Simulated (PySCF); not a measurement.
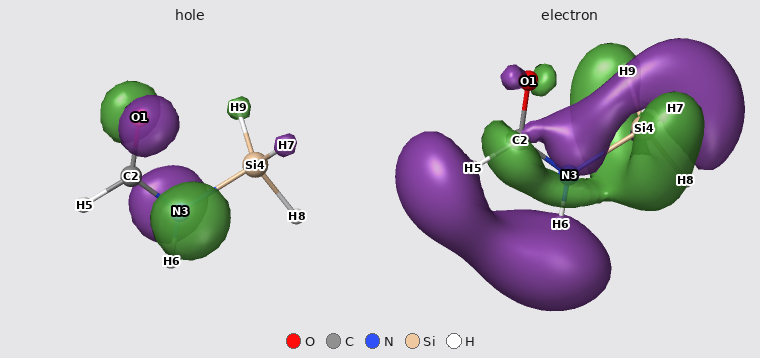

CH$_{5}$NOSi, SMILES `O=CN[SiH3]`. Leading natural transition orbital pair of S₄ (TDA singlet states); the surfaces enclose about 70 % of each orbital's density.

Level of theory: CAM-B3LYP/def2-SVP (PySCF), at a geometry from GFN2-xTB. No frequency check shows the geometry to be a minimum. Without diffuse functions Rydberg states are missing, so the states' numbers hold for this basis only.

Input script:

```python
import numpy as np
from pyscf import gto, scf, dft, tdscf
from pyscf.scf import atom_ks, atom_hf
from scipy.linalg import block_diag

def solve(mol, dm0=None, hcore=None):
    mf = (dft.UKS if mol.spin else dft.RKS)(mol, xc='camb3lyp')
    mf.grids.level = 3
    mf = mf.density_fit(auxbasis='def2-universal-jkfit')
    mf.conv_tol, mf.max_cycle = 1e-8, 80
    if hcore is not None:
        mf.get_hcore = lambda *args: hcore
    mf.kernel(dm0)
    if not mf.converged:
        mf = mf.newton().run(mf.mo_coeff, mf.mo_occ, max_cycle=30)
    assert mf.converged, 'SCF not converged'
    return mf

mol = gto.M(atom='''
O     -1.43492     0.87223    -0.00012
C     -1.31252    -0.32900     0.00017
N     -0.10602    -0.90951    -0.00015
Si     1.25290     0.21426    -0.00003
H     -2.17557    -1.01842     0.00039
H     -0.04160    -1.91381    -0.00056
H      1.19269     1.00312     1.22334
H      2.38746    -0.71304    -0.00029
H      1.19296     1.00514    -1.22150
''', basis='def2-svp', charge=0, spin=0, verbose=4)
mf = solve(mol)
td = mf.TDA()
td.nstates, td.singlet, td.conv_tol = 6, True, 1e-5
td.kernel()
td.analyze()
x, y = np.array([p[0] for p in td.xy]), np.array([p[1] + 0 * p[0] for p in td.xy])
f, mu = td.oscillator_strength(), td.transition_dipole()
nto = [td.get_nto(state=i + 1, verbose=4) for i in range(len(td.e))]
# spherically averaged free atoms, for the promolecule
atm = atom_ks.get_atm_nrks(mol, xc='camb3lyp')
pro = block_diag(*[(atm[a[0]][2] * atm[a[0]][3]) @ atm[a[0]][2].T for a in mol._atom])
np.savez('result.npz', e=td.e, f=f, ok=td.converged, w=[n[0] for n in nto], nto=[n[1] for n in nto], x=x, y=y, c=mf.mo_coeff, occ=mf.mo_occ, eps=mf.mo_energy, pro=pro, mu=mu)
```

Run with:

```sh
OMP_NUM_THREADS=1 python input.py
```

The run took 53 s on 1 thread of Intel(R) Xeon(R) 6975P-C (Granite Rapids) (shared host), peak memory 0.52 GiB.

Give its energy and the atoms that hole and electron lie on.

8.34 eV (149 nm), f = 0.009, partly diffuse acceptor orbital, which a basis without diffuse functions describes poorly; the leading pair carries 98 %; hole on N3 (48 %), O1 (25 %) and Si4 (8 %), electron on Si4 (26 %), H6 (22 %) and H5 (15 %) (atom shares of so diffuse an orbital are rough); their centroids lie 0.7 Å apart; S₅ lies within 0.1 eV of it. In canonical orbitals it is mainly HOMO−1 → LUMO+2 (92 %). The HOMO–LUMO gap is 10.80 eV.
